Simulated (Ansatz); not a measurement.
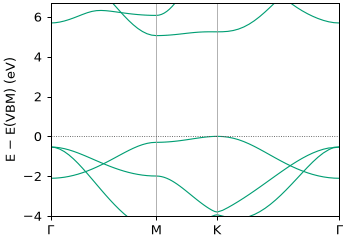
Figure. Band structure from plane-wave PAW r²SCAN+D4 (Ansatz code)

Task: Read off the gap and where the band edges lie.

Result: About 5.1 eV (5.06 eV by a search for the band edges); maximum at K, minimum at M.

The material is monolayer BeS (h-BN-type, P-6m2 in the vacuum cell, 2 atoms).

A constructed layer: a layer type filled with these elements; whether it has been made was not checked. It is flat by the symmetry kept. The r²SCAN+D4 relaxation kept the symmetry of its start; whether a distortion lowers the energy is not shown.

Potentials: the later of the program's two PAW sets.
